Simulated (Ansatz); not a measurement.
Base system: SrO in the rock salt structure (space group Fm-3m, No. 225; a = 5.122 Å).

Modification: every lattice vector is shortened by 3.00 %; the atoms relax in the strained cell.

Calculations: Kohn–Sham DFT with the PBEsol functional, run in Ansatz (a first-principles code) with PAW and 420 eV plane waves, without spin-orbit coupling.

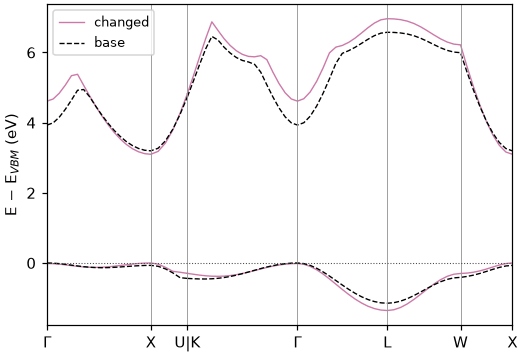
Figure: Highest valence and lowest conduction band along the path, each from its own valence-band maximum

The gap is 3.10 eV, direct at X; the base has 3.20 eV.

Stability against distortions was not tested.
